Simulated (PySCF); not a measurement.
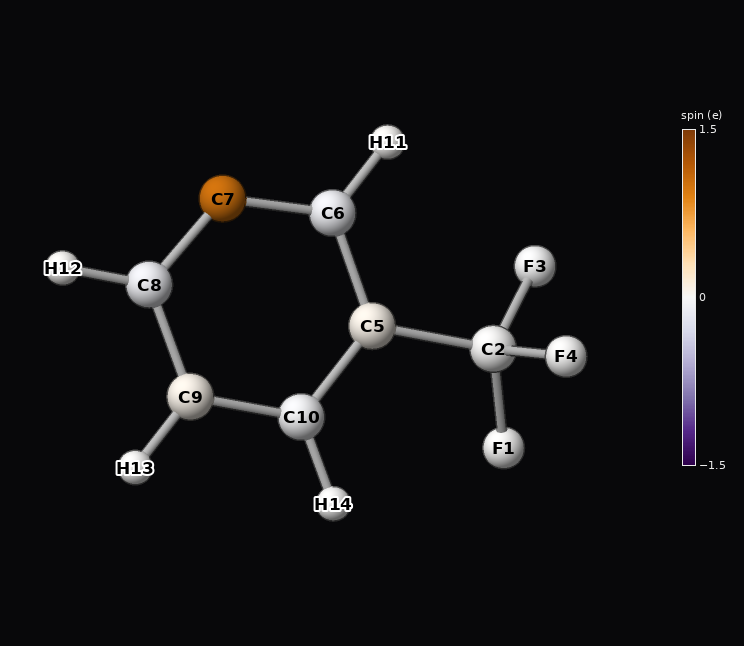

Atoms are coloured by their Mulliken spin populations. Charge 0, doublet. The computed structure is the end point of a GFN2-xTB optimisation. No frequency run is at hand to confirm it as a minimum. Method: UKS B3LYP, pcH-1 on C F H, non-relativistic (PySCF 2.14.0).

### Which atom carries the largest spin population?

C7 (1.01 e).

### Which atom has the lowest spin population?

C6, C8 (−0.08 e); a negative value comes from spin polarisation.

List the Mulliken spin populations.

| atom | value (e) |
| --- | --- |
| F1 | 0.00 |
| C2 | 0.01 |
| F3 | 0.00 |
| F4 | 0.00 |
| C5 | 0.06 |
| C6 | −0.08 |
| C7 | 1.01 |
| C8 | −0.08 |
| C9 | 0.06 |
| C10 | −0.04 |
| H11 | 0.02 |
| H12 | 0.02 |
| H13 | 0.01 |
| H14 | 0.00 |

Mulliken values depend strongly on the basis set.
